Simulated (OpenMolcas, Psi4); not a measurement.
How methods differ on GaF (SMILES [F][Ga])

The species is GaF (2 atoms), meant as a singlet with charge 0. SMILES: `[F][Ga]`. Geometry: relaxed at PBE0-D4/def2-TZVP.

```xyz
2

F     0.0000    0.0000    0.0063
Ga    0.0000    0.0000    1.7929
```

Quantity: the electronic atomisation energy, in eV. The values are calculated. Electronic energies at fixed atoms, without zero-point motion or spin-orbit coupling.

| level | kind | program | value (eV) | CPU time (all runs) |
| --- | --- | --- | --- | --- |
| BLYP/def2-TZVPPD | GGA | OpenMolcas | 6.22 | 25 s |
| PBE/def2-TZVPPD | GGA | OpenMolcas | 6.31 | 24 s |
| M06-L/def2-TZVPPD | meta-GGA | OpenMolcas | 6.16 | 59 s |
| TPSS/def2-TZVPPD | meta-GGA | OpenMolcas | 6.16 | 31 s |
| B3LYP/def2-TZVPPD | global hybrid | OpenMolcas | 6.06 | 24 s |
| M06-2X/def2-TZVPPD | hybrid meta-GGA | OpenMolcas | 6.08 | 30 s |
| PBE0/def2-TZVPPD | global hybrid | OpenMolcas | 5.97 | 24 s |
| HSE06/def2-TZVPPD | range-separated hybrid | Psi4 | 5.98 | 65 s |

All-electron rows without a relativistic Hamiltonian named are non-relativistic. The values span 5.97 to 6.31 eV. Times are those of the runs behind each value, whatever else they computed, on shared processors of several kinds: orders of magnitude only.

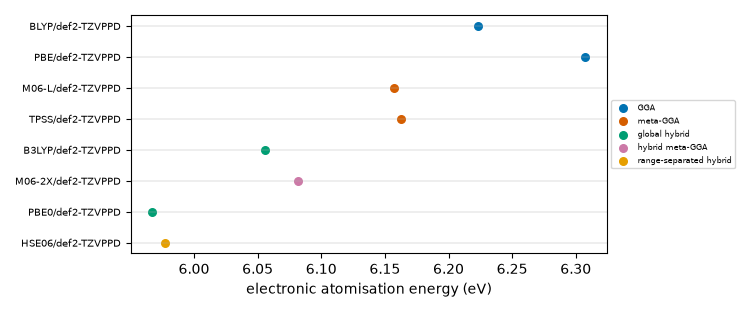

The values of the table, level by level.
